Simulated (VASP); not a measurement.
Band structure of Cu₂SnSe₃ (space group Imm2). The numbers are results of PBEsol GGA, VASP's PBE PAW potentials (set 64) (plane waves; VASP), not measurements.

Unless said otherwise, spin-orbit coupling is left out, though it shifts the bands of the heavy elements here.

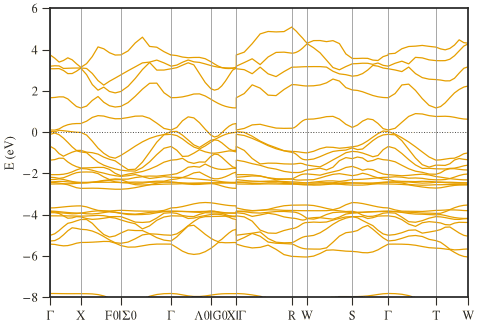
Figure: Bands along high-symmetry lines, zero at the valence-band maximum or, without a gap, the Fermi level

**Question.** Read the plot: is there a gap, and where are the band edges?

**Answer.** It has no gap at this level: it comes out as a metal or semimetal. (Edges off the drawn lines would not show.)

The structure comes from a computed database's Cu2SnSe3 entry (Imm2); how it stands against other phases isn't given here. It was relaxed first, which changed the volume by -6 %.
